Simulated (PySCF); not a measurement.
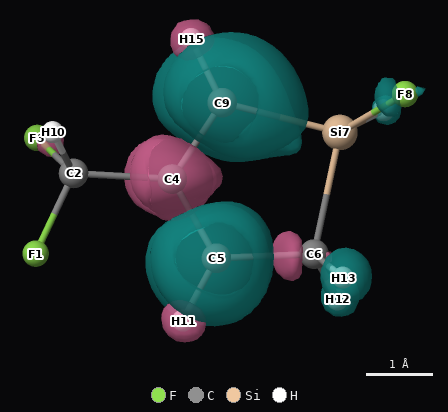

C₅H₆F₃Si (doublet). Isosurfaces of the spin density at +0.015 (teal) and −0.015 e/Å³ (pink), seen across its widest extent.

Geometry: GFN2-xTB.

These are results of UKS B3LYP, pcH-1 on C F H Si, non-relativistic, mean-field spin-orbit, GIAO (PySCF 2.14.0, density-fitted response routines), not measurements.

```yaml
atoms:
  - { symbol: F, position_ang: [2.8581, -0.8333, -0.4102] }
  - { symbol: C, position_ang: [2.2172, 0.3133, -0.0787] }
  - { symbol: F, position_ang: [2.7316, 0.6964, 1.1218] }
  - { symbol: C, position_ang: [0.7262, 0.1300, 0.0140] }
  - { symbol: C, position_ang: [0.1213, -1.0891, -0.1847] }
  - { symbol: C, position_ang: [-1.3611, -1.1198, -0.1032] }
  - { symbol: Si, position_ang: [-1.8544, 0.6317, 0.4829] }
  - { symbol: F, position_ang: [-2.8661, 1.3341, -0.5672] }
  - { symbol: C, position_ang: [-0.0944, 1.2110, 0.3265] }
  - { symbol: H, position_ang: [2.5060, 1.0815, -0.8155] }
  - { symbol: H, position_ang: [0.6818, -1.9841, -0.3996] }
  - { symbol: H, position_ang: [-1.6813, -1.9375, 0.5429] }
  - { symbol: H, position_ang: [-1.7724, -1.3469, -1.0901] }
  - { symbol: H, position_ang: [-2.5408, 0.7333, 1.7585] }
  - { symbol: H, position_ang: [0.3239, 2.1874, 0.4958] }
```

> Which atoms carry the spin?

The unpaired spin (1 electron) lies mostly on C9 (about 0.4) and C5 (about 0.4), in electrons by Hirshfeld's partition.
